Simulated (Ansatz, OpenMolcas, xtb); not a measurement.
# BNH3Cl (SMILES NBCl): the vertical energy of the triplet above the singlet, rung by rung

The species is BNH3Cl (6 atoms), meant as a singlet with charge 0. As SMILES, `NBCl`. Geometry: relaxed at PBE0-D4/def2-TZVP.

Quantity: the vertical energy of the triplet above the singlet, in eV. The values are calculated.

| level | kind | program | value (eV) |
| --- | --- | --- | --- |
| GFN0-xTB | semi-empirical | xtb | 6.18 |
| HF/aug-cc-pVDZ | Hartree–Fock | Ansatz | 5.85 |
| SVWN5/aug-cc-pVDZ | LDA | OpenMolcas | 6.08 |
| BLYP/aug-cc-pVDZ | GGA | OpenMolcas | 6.02 |
| revPBE/aug-cc-pVDZ | GGA | OpenMolcas | 5.96 |
| r2SCAN/aug-cc-pVDZ | meta-GGA | OpenMolcas | 6.01 |
| B3LYP/aug-cc-pVDZ | global hybrid | OpenMolcas | 6.22 |
| MP2/aug-cc-pVDZ | perturbation theory | Ansatz | 6.87 |

The values span 5.85 to 6.87 eV. The xTB rows lack spin polarisation, so open shells miss the exchange term that lowers them.

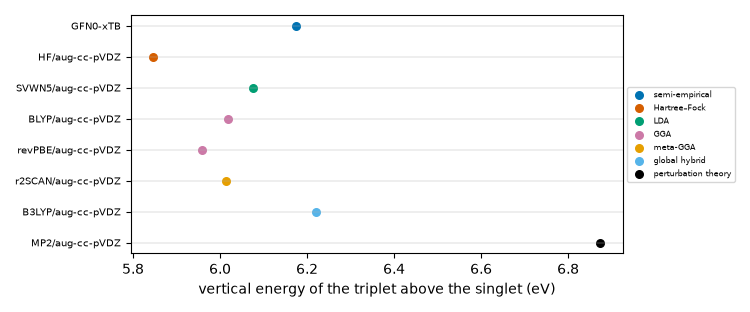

The values of the table, level by level.
